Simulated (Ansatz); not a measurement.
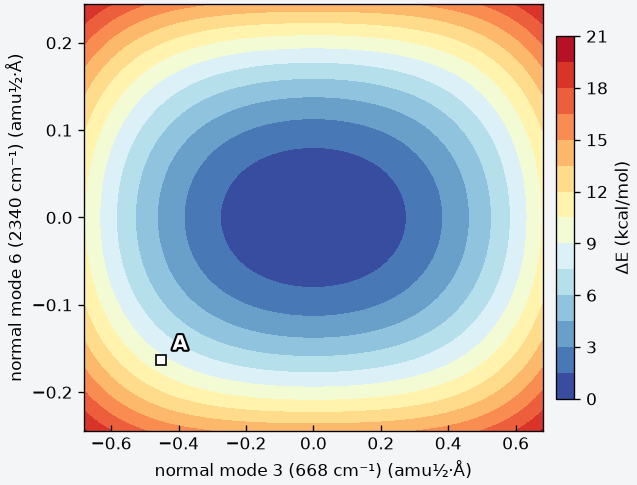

BrH₂Si, SMILES [SiH2+]Br, charge +1. The first coordinate is: normal mode 3 (668 cm⁻¹); the second: normal mode 6 (2340 cm⁻¹). Nothing is relaxed (straight displacements along the two mass-weighted modes). Grid: 13 × 13 points; 50 points were computed and 119 follow by symmetry. Points are written as (first, second). Energies are in kcal/mol, from the lowest grid point. Theory: RKS r2SCAN-D4/def2-TZVP (Ansatz 0.2.0).

In the figure: filled contours, the point A. Between grid points the surface is interpolated.

Which way does the force act at A, and how strong is it?

Answer. A, at (−0.453 amu½·Å, −0.163 amu½·Å), is not a stationary point. The computed force is 16 kcal/mol for each amu½·Å towards larger values of normal mode 3 (668 cm⁻¹) and 64 kcal/mol for each amu½·Å towards larger values of normal mode 6 (2340 cm⁻¹).
